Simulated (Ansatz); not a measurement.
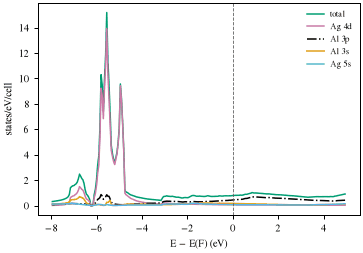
Total and projected density of states of AlAg (rock salt, Fm-3m), plane-wave PAW PBEsol (Ansatz code)

### Question
Which orbitals carry the states next to the Fermi level?

### Answer
Within 0.5 eV of the Fermi level: Al 3p 56 %, Al 3s 21 %, Ag 5s 10 %, Ag 4d 8 %. Projections are on Löwdin-orthogonalised atomic valence shells; empty p or d shells of many metals are not among them.

### Question
Where is the tallest occupied peak in this window, and what makes it?

### Answer
Near -5.5 eV, about 15 states/eV per cell; the largest projected share is Ag 4d.

The start of the workflow was typed in or built on a structure type; neither database checked (COD, Materials Project) lists it. Whether it is the stable phase at ambient conditions was not checked. Symmetry was held in the PBEsol relaxation. At this level the phase is mechanically unstable. No spin polarisation was allowed. The volume moved by 18 % from the start of the relaxation. Its formation energy is positive at this level, so the cell may be metastable or incomplete. Spin–orbit coupling is left out wherever it is not named.

Potentials: the earlier of the program's two PAW sets. The files were generated under PBE; for other functionals the program regenerates the frozen cores, and for LDA and PBEsol the local potential too.
